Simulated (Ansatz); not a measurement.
# TiRuC2: a trial structure relaxed

Aim: relax a trial structure of TiRuC2 and see where it ends.

Method: DFT PBE, scalar-relativistic, plane waves, PAW, in Ansatz 0.2.0.

### 1 The system as given

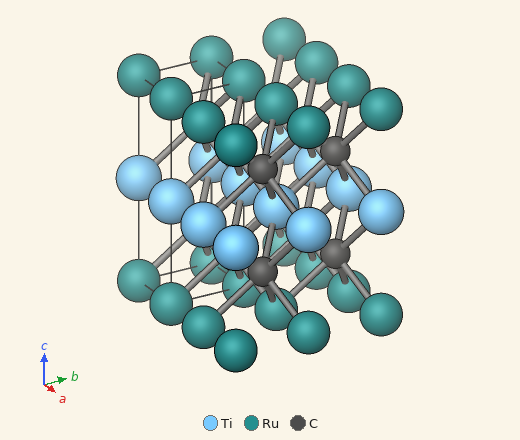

The starting structure, seen slightly off an axis (titanium blue, ruthenium teal, carbon dark grey). 3×2×1 cells are drawn. Atoms on the faces are drawn again on the opposite ones.

As a file:

```cif
data_structure
_symmetry_space_group_name_H-M 'P 1'
_symmetry_Int_Tables_number 1
_cell_length_a 2.9511
_cell_length_b 2.9511
_cell_length_c 5.7842
_cell_angle_alpha 90.000
_cell_angle_beta 90.000
_cell_angle_gamma 120.000
_cell_volume 43.63
loop_
_atom_site_label
_atom_site_type_symbol
_atom_site_fract_x
_atom_site_fract_y
_atom_site_fract_z
_atom_site_occupancy
Ti1 Ti 0.00000 0.00000 0.50000 1
Ru1 Ru 0.00000 0.00000 0.00000 1
C1 C 0.33333 0.66667 0.25000 1
C2 C 0.33333 0.66667 0.75000 1
```

Recipe of the guess: ordered mixture on the cation sites of tungsten carbide (P-6m2, No. 187). Lengths come from tabulated atomic sizes and are only a guess.

### 2 The guess as it stands, on a coarse mesh

Input file input.yaml:

```yaml
crystal:
  lattice:
    - [2.95111535, 0.0, 0.0]
    - [-1.47555767, 2.55574086, 0.0]
    - [0.0, 0.0, 5.78418608]
  atoms:
    - { symbol: Ti, position: [0.0, 0.0, 0.5] }
    - { symbol: Ru, position: [0.0, 0.0, 0.0] }
    - { symbol: C, position: [0.33333333, 0.66666667, 0.25] }
    - { symbol: C, position: [0.33333333, 0.66666667, 0.75] }
basis:
  ecutwfc: 420
kpoints:
  mp_grid: { grid: [6, 6, 4] }
hamiltonian:
  xc: pbe
scf:
  occupations: { method: gaussian, width: 0.1 }
  lower_state_search: "off"
output:
  forces: true
  stress: true
  eigenvalues: true
```

Run with:

```bash
ansatz run input.yaml --threads 1 --pin off --max-ram 2048MiB --backend cpu --events-out ev --progress --plain --runs-dir out
```

The program printed (excerpt; [...] marks lines left out):

```text
[...]
SCF converged after 8 iterations
Free energy (F): -8879.281931 eV
[...]
E sigma→0 (E₀):  -8879.270649 eV
Entropy (-TS):   -0.022564 eV (-5.641 meV/atom)
Fermi energy:    15.896844 eV
[...]
--- Forces (eV/Å), atoms counted from 1 ---
  atom   1  Ti    -0.00000000     0.00000000    -0.00000000
  atom   2  Ru    -0.00000000     0.00000000    -0.00000000
  atom   3  C     -0.00000000     0.00000000    -1.57682558
  atom   4  C     -0.00000000     0.00000000     1.57682558
[...]
--- Stress (GPa, compression-positive) ---
      -17.635193      -0.000000       0.000000
       -0.000000     -17.635193       0.000000
        0.000000       0.000000     -24.156181
  P = ⅓ Tr σ = -19.8089 GPa (-198.089 kbar)
--- Band table (eV; the first three rows and the last of 21) ---
  k-point 0: bands = ["-57.9246", "-40.6383", "-27.9784", "-27.6840", "-27.6840", "-16.9912", "-16.6512", "-16.6512", "2.7288", "5.3567", "8.8516", "12.1578", "12.1578", "12.4281", "13.2927", "13.2927", "15.8525", "15.8525", "15.9864", "17.3343", "17.3343", "18.1610"]
[...]
```

It took 0.88 s on 1 thread of AMD EPYC 9B45 (Zen 5), shared host; peak memory 0.37 GiB.

Read-out: pressure -19.8 GPa, largest force 1.58 eV/Å, gap on this mesh none (metal). A cheap, loose relaxation comes first.

### 3 Coarse relaxation

input.yaml: that of step 2 with these lines changed.

```diff
@@ -23 +23,6 @@
   eigenvalues: true
+relax:
+  adjacent_minimum: "off"
+  f_tol: 0.04
+  max_steps: 70
+  cell: { stress_tol: 0.4 }
```

Run with:

```bash
ansatz run input.yaml --threads 1 --pin off --max-ram 2048MiB --backend cpu --events-out ev --progress --plain --runs-dir out
```

The program printed:

```text
Warning: RAYON_NUM_THREADS=1 ignored (pool sized by the plan → 1); use --threads N
Engine: ansatz 0.2.0, x86_64-unknown-linux-gnu
Pseudopotentials: kind: paw
Pseudopotential: Ti, paw, valence charge 12, recommended cutoff 420 eV (normal), Ti.paw.azcp
Pseudopotential: Ru, paw, valence charge 16, recommended cutoff 420 eV (normal), Ru.paw.azcp
Pseudopotential: C, paw, valence charge 4, recommended cutoff 420 eV (normal), C.paw.azcp
Functional definition: PBE
  parameter kappa = 0.804
  parameter beta = 0.06672455060314922
  exchange = pbe_x(kappa = kappa, mu = beta*pi^2/3)
  correlation = pbe_c(beta = beta)
Crystal: 4 atoms, lattice volume = 43.626 Å³
Basis set: ecut = 420 eV, 835 PW (Γ), exchange–correlation on 40×40×80 points (8 copies of the dense FFT grid, shifted against one another)
Bands: 22, of which v1, the nominal top of the filled ones, is band 18 counted from 1 (17 counted from 0)
Symmetry: 12 space group operations
Space group: P-6m2 (ITA 187), of the structure as read, at distance tolerance 3.5e-5 Å
k-points: 21 of 144 (time reversal used)
Non-local potential: Ti, projectors of the file, l = 0: 3, l = 1: 2, l = 2: 3, l = 3: 1
Non-local potential: Ru, projectors of the file, l = 0: 3, l = 1: 2, l = 2: 2, l = 3: 1
Non-local potential: C, projectors of the file, l = 0: 2, l = 1: 2, l = 2: 1
PAW form: soft (Blöchl's): semilocal exchange-correlation on the pseudo side does not see the compensation charge
PAW one-centre angular grid: Ti, 590 points (default); XC on 64 Gauss nodes
PAW one-centre angular grid: Ru, 590 points (default); XC on 64 Gauss nodes
PAW one-centre angular grid: C, 110 points (default); XC on 64 Gauss nodes
Initial density: superposition of atomic densities (neutral atoms: chi_scale 0, normalization atom), corrected by the library's trained network
Initial wavefunctions: pseudopotential atomic-orbital guess
Functional: x = pbe(κ = 0.804, μ = 0.2195149727645171), c = pbe(β = 0.06672455060314922)
SCF iter   1: F=—  HF=-8879.384103 eV  |F-HF|=—  |Δ(HF+E_count)|=         —  Δρ=3.23e-2  dr2=1.40e0  ethr=1.77e-3  ⟨swp⟩=4.4  Hψ=1717  notcnv=0
preconditioner: auto → Kerker (q_TF=auto, 2.642 Å⁻¹)  [metal: Δε(μ)=0.078 eV  Ē_g=6.250 eV  σ=0.100 eV  W_gap=0.39  n_scr=10 (ndim 8)  ℏωp=25.1 eV  f_vac=0.000  D(μ)=2.05/eV (n_scr^D=22)]
SCF iter   2: F=—  HF=-8879.299607 eV  |F-HF|=—  |Δ(HF+E_count)|=   8.45e-2  Δρ=1.18e-2  dr2=2.60e-1  ethr=1.77e-3  ⟨swp⟩=2.0  Hψ=687  notcnv=0
SCF iter   3: F=—  HF=-8879.283079 eV  |F-HF|=—  |Δ(HF+E_count)|=   1.65e-2  Δρ=4.18e-3  dr2=4.83e-3  ethr=7.22e-4  ⟨swp⟩=2.0  Hψ=529  notcnv=0
SCF iter   4: F=—  HF=-8879.282260 eV  |F-HF|=—  |Δ(HF+E_count)|=   8.18e-4  Δρ=1.80e-3  dr2=5.83e-3  ethr=1.34e-5  ⟨swp⟩=2.0  Hψ=758  notcnv=0
SCF iter   5: F=—  HF=-8879.281894 eV  |F-HF|=—  |Δ(HF+E_count)|=   3.66e-4  Δρ=3.47e-4  dr2=1.59e-4  ethr=1.34e-5  ⟨swp⟩=1.0  Hψ=462  notcnv=0
SCF iter   6: F=—  HF=-8879.281885 eV  |F-HF|=—  |Δ(HF+E_count)|=   9.40e-6  Δρ=1.44e-4  dr2=2.06e-5  ethr=4.41e-7  ⟨swp⟩=2.0  Hψ=553  notcnv=0
SCF iter   7: F=—  HF=-8879.281931 eV  |F-HF|=—  |Δ(HF+E_count)|=   4.61e-5  Δρ=2.26e-5  dr2=3.85e-7  ethr=5.73e-8  ⟨swp⟩=1.1  Hψ=468  notcnv=0
SCF iter   8: F=-8879.281931 eV  HF=-8879.281931 eV  |F-HF|=2.56e-9  |Δ(HF+E_count)|=   4.84e-9  Δρ=3.61e-6  dr2=7.10e-9  ethr=2.78e-10  ⟨swp⟩=4.1  Hψ=1688  notcnv=0
the search or the solves at the SCF's close seem to have found levels that the self-consistency loop had missed (the run counts 1). By its estimate they hold under 1e-12 electrons; where the run keeps them, the occupations were computed again with them
SCF 1 converged in 8 iterations: F = -8879.281931 eV  dr2 = 7.10e-9
relax step   1: F+E_penalty+E_count = -8879.28193119 eV  Δ(F+E_penalty+E_count) = +0.000e0 eV  max|allowed force component| = 1.577e0 eV/Å  Δτ_max = 0.0000 Å  P = -19.809 GPa  Ω = 43.626 Å³  (8 SCF iters, dr2 threshold 1.00e-7 eV, accepted)
Crystal: 4 atoms, lattice volume = 39.788 Å³
Basis set: ecut = 420 eV, 799 PW (Γ), exchange–correlation on 40×40×80 points (8 copies of the dense FFT grid, shifted against one another)
Initial density: handed on by an earlier stage of this run
Initial wavefunctions: those handed on with the density
SCF iter   1: F=—  HF=-8880.007550 eV  |F-HF|=—  |Δ(HF+E_count)|=         —  Δρ=6.54e-2  dr2=4.68e0  ethr=3.10e-3  ⟨swp⟩=6.7  Hψ=2175  notcnv=0
preconditioner: auto → Kerker (q_TF=auto, 2.683 Å⁻¹)  [metal: Δε(μ)=0.078 eV  Ē_g=7.071 eV  σ=0.100 eV  W_gap=0.37  n_scr=10 (ndim 8)  ℏωp=26.3 eV  f_vac=0.000  D(μ)=2.36/eV (n_scr^D=22)]
SCF iter   2: F=—  HF=-8879.721276 eV  |F-HF|=—  |Δ(HF+E_count)|=   2.86e-1  Δρ=2.62e-2  dr2=9.30e-1  ethr=3.10e-3  ⟨swp⟩=2.0  Hψ=706  notcnv=0
SCF iter   3: F=—  HF=-8879.656547 eV  |F-HF|=—  |Δ(HF+E_count)|=   6.47e-2  Δρ=6.16e-3  dr2=1.16e-2  ethr=2.58e-3  ⟨swp⟩=1.9  Hψ=507  notcnv=0
SCF iter   4: F=—  HF=-8879.652959 eV  |F-HF|=—  |Δ(HF+E_count)|=   3.59e-3  Δρ=3.40e-3  dr2=1.25e-2  ethr=3.22e-5  ⟨swp⟩=2.0  Hψ=941  notcnv=0
SCF iter   5: F=—  HF=-8879.652102 eV  |F-HF|=—  |Δ(HF+E_count)|=   8.57e-4  Δρ=4.80e-4  dr2=1.50e-4  ethr=3.22e-5  ⟨swp⟩=1.0  Hψ=462  notcnv=0
SCF iter   6: F=—  HF=-8879.652070 eV  |F-HF|=—  |Δ(HF+E_count)|=   3.22e-5  Δρ=2.30e-4  dr2=4.66e-5  ethr=4.17e-7  ⟨swp⟩=2.1  Hψ=617  notcnv=0
SCF iter   7: F=—  HF=-8879.652068 eV  |F-HF|=—  |Δ(HF+E_count)|=   1.85e-6  Δρ=8.78e-5  dr2=6.25e-6  ethr=1.29e-7  ⟨swp⟩=1.0  Hψ=462  notcnv=0
SCF iter   8: F=-8879.652067 eV  HF=-8879.652067 eV  |F-HF|=8.34e-8  |Δ(HF+E_count)|=   4.62e-7  Δρ=1.00e-5  dr2=9.54e-8  ethr=1.11e-9  ⟨swp⟩=3.1  Hψ=1776  notcnv=0
SCF 2 converged in 8 iterations: F = -8879.652067 eV  dr2 = 9.54e-8
relax step   2: F+E_penalty+E_count = -8879.65206714 eV  Δ(F+E_penalty+E_count) = -3.701e-1 eV  max|allowed force component| = 3.325e-1 eV/Å  Δτ_max = 0.0711 Å  P = +4.065 GPa  Ω = 39.788 Å³  energy of the carried Pulay correction = +6.167e-3 eV  (8 SCF iters, dr2 threshold 4.00e-7 eV, accepted)
Crystal: 4 atoms, lattice volume = 40.318 Å³
iter 1 solved again at ethr=2.71e-4 eV; its pass at ethr=3.10e-3 eV (dr2=9.77e-2 eV) is discarded
SCF iter   1: F=—  HF=-8879.670781 eV  |F-HF|=—  |Δ(HF+E_count)|=         —  Δρ=8.42e-3  dr2=9.90e-2  ethr=2.71e-4  ⟨swp⟩=1.0  Hψ=2639  notcnv=0
preconditioner: auto → Kerker (q_TF=auto, 2.677 Å⁻¹)  [metal: Δε(μ)=0.049 eV  Ē_g=7.017 eV  σ=0.100 eV  W_gap=0.26  n_scr=10 (ndim 8)  ℏωp=26.2 eV  f_vac=0.000  D(μ)=3.56/eV (n_scr^D=36)]
SCF iter   2: F=—  HF=-8879.665657 eV  |F-HF|=—  |Δ(HF+E_count)|=   5.12e-3  Δρ=3.63e-3  dr2=2.33e-2  ethr=2.71e-4  ⟨swp⟩=1.0  Hψ=462  notcnv=0
SCF iter   3: F=—  HF=-8879.663819 eV  |F-HF|=—  |Δ(HF+E_count)|=   1.84e-3  Δρ=7.79e-4  dr2=6.93e-4  ethr=6.47e-5  ⟨swp⟩=1.0  Hψ=462  notcnv=0
SCF iter   4: F=—  HF=-8879.663685 eV  |F-HF|=—  |Δ(HF+E_count)|=   1.34e-4  Δρ=1.74e-4  dr2=1.43e-5  ethr=1.92e-6  ⟨swp⟩=2.6  Hψ=806  notcnv=0
SCF iter   5: F=—  HF=-8879.663680 eV  |F-HF|=—  |Δ(HF+E_count)|=   5.68e-6  Δρ=5.18e-5  dr2=6.45e-7  ethr=3.98e-8  ⟨swp⟩=2.1  Hψ=790  notcnv=0
SCF iter   6: F=-8879.663679 eV  HF=-8879.663680 eV  |F-HF|=3.46e-8  |Δ(HF+E_count)|=   4.61e-8  Δρ=1.42e-5  dr2=7.52e-8  ethr=1.11e-9  ⟨swp⟩=5.2  Hψ=1901  notcnv=0
SCF 3 converged in 6 iterations: F = -8879.663679 eV  dr2 = 7.52e-8
relax step   3: F+E_penalty+E_count = -8879.66367950 eV  Δ(F+E_penalty+E_count) = -1.161e-2 eV  max|allowed force component| = 1.377e-1 eV/Å  Δτ_max = 0.0111 Å  P = +0.739 GPa  Ω = 40.318 Å³  energy of the carried Pulay correction = +5.280e-3 eV  (6 SCF iters, dr2 threshold 4.00e-7 eV, accepted)
Crystal: 4 atoms, lattice volume = 40.426 Å³
iter 1 solved again at ethr=1.00e-5 eV; its pass at ethr=3.10e-3 eV (dr2=3.60e-3 eV) is discarded
SCF iter   1: F=—  HF=-8879.665565 eV  |F-HF|=—  |Δ(HF+E_count)|=         —  Δρ=1.75e-3  dr2=3.67e-3  ethr=1.00e-5  ⟨swp⟩=2.5  Hψ=2556  notcnv=0
preconditioner: auto → Kerker (q_TF=auto, 2.676 Å⁻¹)  [metal: Δε(μ)=0.053 eV  Ē_g=7.006 eV  σ=0.100 eV  W_gap=0.28  n_scr=10 (ndim 8)  ℏωp=26.1 eV  f_vac=0.000  D(μ)=3.71/eV (n_scr^D=36)]
SCF iter   2: F=—  HF=-8879.665327 eV  |F-HF|=—  |Δ(HF+E_count)|=   2.39e-4  Δρ=9.54e-4  dr2=1.10e-3  ethr=1.00e-5  ⟨swp⟩=1.0  Hψ=462  notcnv=0
SCF iter   3: F=—  HF=-8879.665183 eV  |F-HF|=—  |Δ(HF+E_count)|=   1.43e-4  Δρ=1.90e-4  dr2=3.25e-5  ethr=3.05e-6  ⟨swp⟩=1.0  Hψ=463  notcnv=0
SCF iter   4: F=—  HF=-8879.665170 eV  |F-HF|=—  |Δ(HF+E_count)|=   1.32e-5  Δρ=5.15e-5  dr2=1.55e-6  ethr=9.02e-8  ⟨swp⟩=1.9  Hψ=498  notcnv=0
iter 5 did not close the SCF: its close was put off for the readings that it lacked (scf_convergence_deferred on its scf_iter line)
SCF iter   5: F=-8879.665170 eV  HF=-8879.665170 eV  |F-HF|=1.95e-7  |Δ(HF+E_count)|=   2.60e-7  Δρ=1.83e-5  dr2=2.34e-7  ethr=4.30e-9  ⟨swp⟩=2.0  Hψ=653  notcnv=0
SCF iter   6: F=-8879.665170 eV  HF=-8879.665170 eV  |F-HF|=8.10e-9  |Δ(HF+E_count)|=   2.99e-8  Δρ=4.12e-6  dr2=9.99e-9  ethr=6.51e-10  ⟨swp⟩=2.2  Hψ=1613  notcnv=0
SCF 4 converged in 6 iterations: F = -8879.665170 eV  dr2 = 9.99e-9
relax step   4: F+E_penalty+E_count = -8879.66516997 eV  Δ(F+E_penalty+E_count) = -1.490e-3 eV  max|allowed force component| = 4.846e-3 eV/Å  Δτ_max = 0.0078 Å  P = +0.105 GPa  Ω = 40.426 Å³  energy of the carried Pulay correction = +5.102e-3 eV  (6 SCF iters, dr2 threshold 4.00e-7 eV, accepted)
Initial wavefunctions: pseudopotential atomic-orbital guess (no wavefunctions were taken with the density)
iter 1 solved again at ethr=1.08e-7 eV; its pass at ethr=3.10e-3 eV (dr2=3.91e-5 eV) is discarded
SCF iter   1: F=—  HF=-8879.660863 eV  |F-HF|=—  |Δ(HF+E_count)|=         —  Δρ=3.16e-4  dr2=7.81e-6  ethr=1.08e-7  ⟨swp⟩=3.0  Hψ=3060  notcnv=0
preconditioner: auto → Kerker (q_TF=auto, 2.676 Å⁻¹)  [metal: Δε(μ)=0.043 eV  Ē_g=7.003 eV  σ=0.100 eV  W_gap=0.23  n_scr=10 (ndim 8)  ℏωp=26.1 eV  f_vac=0.000  D(μ)=3.69/eV (n_scr^D=36)]
SCF iter   2: F=—  HF=-8879.660864 eV  |F-HF|=—  |Δ(HF+E_count)|=   1.07e-6  Δρ=1.66e-4  dr2=1.62e-6  ethr=2.17e-8  ⟨swp⟩=2.1  Hψ=675  notcnv=0
SCF iter   3: F=—  HF=-8879.660867 eV  |F-HF|=—  |Δ(HF+E_count)|=   3.07e-6  Δρ=2.12e-5  dr2=3.63e-8  ethr=4.49e-9  ⟨swp⟩=2.0  Hψ=669  notcnv=0
iter 4 did not close the SCF: its close was put off for the readings that it lacked (scf_convergence_deferred on its scf_iter line)
SCF iter   4: F=-8879.660867 eV  HF=-8879.660867 eV  |F-HF|=5.64e-11  |Δ(HF+E_count)|=   4.33e-8  Δρ=1.14e-6  dr2=2.79e-10  ethr=1.01e-10  ⟨swp⟩=2.0  Hψ=663  notcnv=0
iter 5 did not close the SCF: its close was put off for the readings that it lacked (scf_convergence_deferred on its scf_iter line)
SCF iter   5: F=-8879.660867 eV  HF=-8879.660867 eV  |F-HF|=1.64e-11  |Δ(HF+E_count)|=  9.46e-11  Δρ=2.80e-7  dr2=3.18e-11  ethr=1.00e-12  ⟨swp⟩=2.0  Hψ=788  notcnv=0
SCF iter   6: F=-8879.660867 eV  HF=-8879.660867 eV  |F-HF|=3.64e-12  |Δ(HF+E_count)|=  1.82e-12  Δρ=6.13e-8  dr2=1.36e-12  ethr=1.00e-12  ⟨swp⟩=1.9  Hψ=1099  notcnv=0
SCF 5 converged in 6 iterations: F = -8879.660867 eV  dr2 = 1.36e-12
relax step   5: F+E_penalty+E_count = -8879.66086730 eV  Δ(F+E_penalty+E_count) = +4.303e-3 eV  max|allowed force component| = 6.011e-3 eV/Å  Δτ_max = 0.0000 Å  P = +0.024 GPa  Ω = 40.426 Å³  stress off target by 1.16e-1 GPa  SCF on the basis re-selected at this cell (its energy is not comparable with the rows above)  (6 SCF iters)
basis re-selected at this cell: Δ(F+E_penalty+E_count) = +4.303e-3 eV, ΔP = -0.081 GPa vs the last step (what re-selecting the basis moved, of the pressure what is left beyond the Pulay correction that the steps carried, after the strain that the cell walked since its last selection, with what the two solves' SCF thresholds leave and, on support functions, any second-order correction that the steps lacked; it is no measure of the basis error at this ecutwfc). This SCF's stress stands 1.16e-1 GPa from its target on what of the cell is left free (relax.cell.stress_tol is 4.00e-1 GPa) and its largest allowed force component is 6.01e-3 eV/Å (relax.f_tol is 4.00e-2 eV/Å): within both
SCF converged after 6 iterations
Free energy (F): -8879.660867 eV
Harris-Foulkes:  -8879.660867 eV  (|F-HF|=3.64e-12)
Internal energy: -8879.642405 eV  (E = F + TS)
E sigma→0 (E₀):  -8879.651636 eV
Entropy (-TS):   -0.018463 eV (-4.616 meV/atom)
Fermi energy:    17.589073 eV
--- Per-component energies (eV) ---
  E_band       = -195.439855
  E_kinetic    = 961.501826
  E_local      = -2392.743871  (includes V_loc(G=0)·N_el)
  E_nonlocal   = 401.966409
  E_hartree    = 859.061693
  E_xc         = -385.175367
  E_vxc        = -481.888818  (∫ρ·V_xc dr)
  E_paw        = -4704.385839  (= ΣΔE_a)
  E_vpaw       = -402.398721  (= ΣTr[D̂ρ^β])
  E_aug_tail   = -0.000053  (compensation charges beyond the density's cutoff)
  E_ewald      = -3619.867203
  E_smearing   = -0.018463  (= −TS)
  E_closure    = -0.000000  (closes the sum)
  Σ components = -8879.660867   (vs F -8879.660867, Δ=0.00e0)
--- Forces (eV/Å), atoms counted from 1 ---
  atom   1  Ti    -0.00000000    -0.00000000     0.00000000
  atom   2  Ru    -0.00000000    -0.00000000     0.00000000
  atom   3  C     -0.00000000    -0.00000000     0.00601133
  atom   4  C     -0.00000000    -0.00000000    -0.00601133
  max |Σ_I F_I| component: 8.03e-16 eV/Å
--- Stress (GPa, compression-positive) ---
       -0.021953       0.000000       0.000000
        0.000000      -0.021953      -0.000000
        0.000000      -0.000000       0.116258
  P = ⅓ Tr σ = 0.0241 GPa (0.241 kbar)
--- Band table (eV; the first three rows and the last of 21) ---
  k-point 0: bands = ["-56.5739", "-38.9137", "-26.6296", "-26.3427", "-26.3427", "-15.3038", "-14.8633", "-14.8633", "3.6218", "6.7509", "9.7967", "12.9359", "12.9359", "13.9861", "14.3506", "14.3506", "17.6542", "17.7964", "17.7964", "19.3498", "19.3498", "19.8522"]
  k-point 1: bands = ["-56.5738", "-38.9139", "-26.6280", "-26.3427", "-26.3427", "-15.3101", "-14.8634", "-14.8634", "3.8670", "6.1284", "10.4812", "12.9552", "12.9552", "13.9091", "14.3952", "14.3952", "17.4758", "17.7289", "17.7289", "19.0555", "19.0555", "19.4437"]
  k-point 2: bands = ["-56.5738", "-38.9140", "-26.6264", "-26.3427", "-26.3427", "-15.3163", "-14.8635", "-14.8635", "4.2524", "5.4657", "11.1551", "12.9748", "12.9748", "13.7234", "14.4405", "14.4405", "17.3781", "17.6921", "17.6921", "18.7515", "18.7515", "18.9915"]
  k-point 20: bands = ["-56.5169", "-38.8056", "-26.6624", "-26.6298", "-26.5446", "-15.3033", "-15.2648", "-15.1745", "6.7489", "6.9464", "10.7003", "12.1576", "12.6309", "12.8531", "13.4615", "14.0963", "15.1270", "17.3631", "17.6311", "19.7315", "20.7542", "20.9552"]
--- Relaxed structure (4 steps of the walk, 4 accepted, 1 SCFs on fresh bases) ---
  F+E_penalty+E_count = -8879.66086730 eV   max|allowed force component| = 6.011e-3 eV/Å   (the final SCF, on the basis selected at the relaxed cell)
  cell:  # Å, volume = 40.4258 Å³
    - [2.8805984304551306, -2.817772326225058e-9, 2.8027753624343572e-18]
    - [-1.4402992127873027, 2.494671420284611, -1.4013876788428415e-18]
    - [5.493439707465294e-18, 2.637058371879077e-33, 5.625516203060406]
  atoms:
    - { symbol: Ti, position: [-1.8503717008154228e-17, -9.25185860747469e-18, 0.49999999999999994] }
    - { symbol: Ru, position: [-1.8503717008154225e-17, -9.251858607474687e-18, 7.497699123023413e-20] }
    - { symbol: C, position: [0.33333333333333337, 0.6666666666666667, 0.23445564529842347] }
    - { symbol: C, position: [0.33333333333333337, 0.6666666666666667, 0.7655443547015764] }
```

Wall time 3.8 s (1 thread of AMD EPYC 9B45 (Zen 5), shared host); peak memory 0.41 GiB.

The steps of the relaxation:

| step | E - E(step 1) (eV/cell) | largest force component (eV/Å) | pressure (GPa) | volume (Å³) |
| --- | --- | --- | --- | --- |
| 1 | 0.0000 | 1.5768 | -19.81 | 43.63 |
| 2 | -0.3701 | 0.3325 | 4.06 | 39.79 |
| 3 | -0.3817 | 0.1377 | 0.74 | 40.32 |
| 4 | -0.3832 | 0.0048 | 0.11 | 40.43 |
| 5 | -0.3789 | 0.0060 | 0.02 | 40.43 |

Step 1 is the start. Step 5 repeats the geometry before it on a plane-wave basis chosen anew for that cell, so its energy need not be comparable with the rows above.

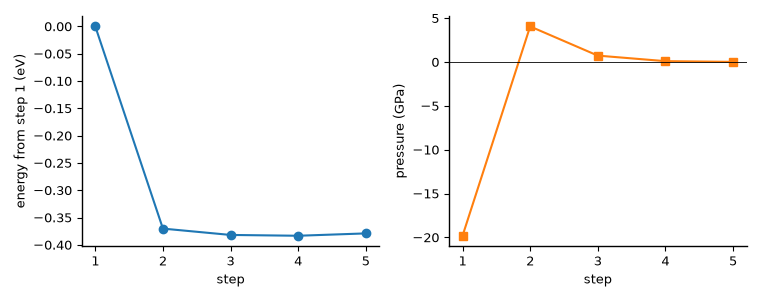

Energy and pressure along the relaxation.

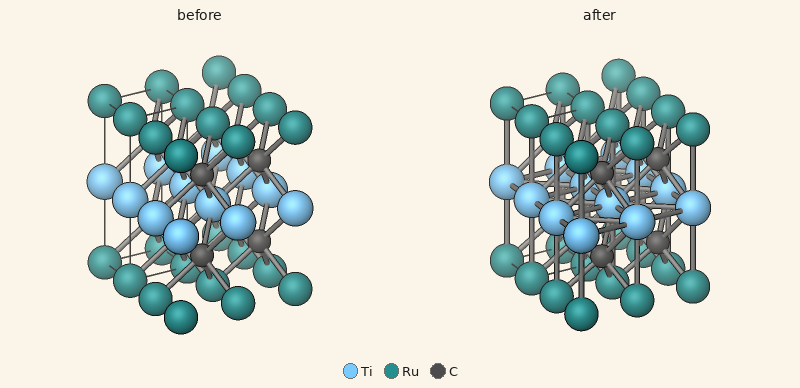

The structure before (left) and after (right) the relaxation, drawn at the same scale.

|  | before | after | change |
| --- | --- | --- | --- |
| a (Å) | 2.951 | 2.881 | -2.4 % |
| b (Å) | 2.951 | 2.881 | -2.4 % |
| c (Å) | 5.784 | 5.626 | -2.7 % |
| volume (Å³/atom) | 10.91 | 10.11 | -7.3 % |
| shortest distance (Å) | 2.235 | 2.123 | -5.0 % |
| space group (0.01 Å) | P-6m2 | P-6m2 | same |

Forces and stress were held to the start's 12 operations: a distortion of lower symmetry was not tested.

[end of part 1 of 2]
